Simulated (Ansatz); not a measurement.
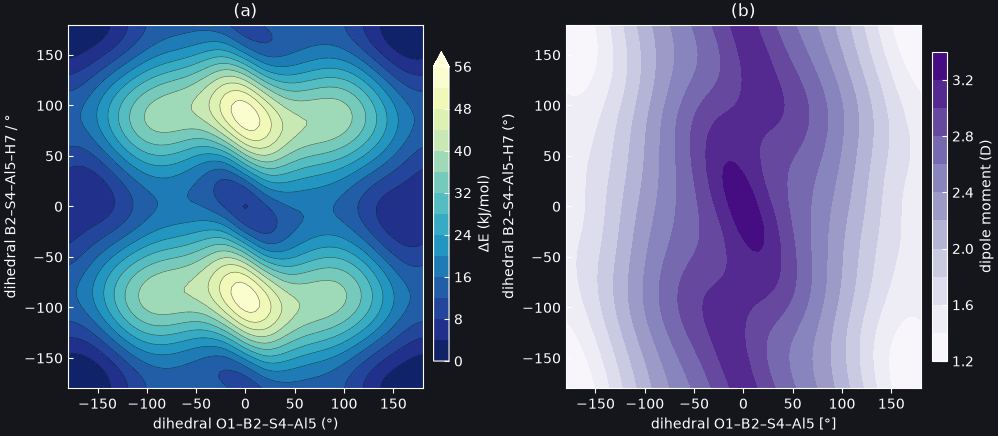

AlBFH₃OS, SMILES OB(F)[S][AlH2]. The first coordinate is: dihedral O1–B2–S4–Al5; the second: dihedral B2–S4–Al5–H7. Nothing is relaxed (all other coordinates rigid). Grid: 18 × 18 points; 308 points were computed and 16 follow by symmetry. All energies are given in kJ/mol relative to the relaxed molecule at the same level. Method: RKS PBE0-D4/def2-SVP (Ansatz 0.2.0).

Panel (a) is the energy and panel (b) the computed dipole moment on the same grid.

Drawn: filled contours, one colour for all values above the top of the scale. Between grid points the surface is interpolated.

### How does the dipole moment vary over the map, and what is it at the lowest grid point?

Leaving out the highest fifth of the energies, it runs from 1.20 D at dihedral O1–B2–S4–Al5 = −180°, dihedral B2–S4–Al5–H7 = −180° to 3.31 D at dihedral O1–B2–S4–Al5 = 0°, dihedral B2–S4–Al5–H7 = 0°. At the lowest grid point, dihedral O1–B2–S4–Al5 = −180°, dihedral B2–S4–Al5–H7 = −180°, it is 1.20 D.
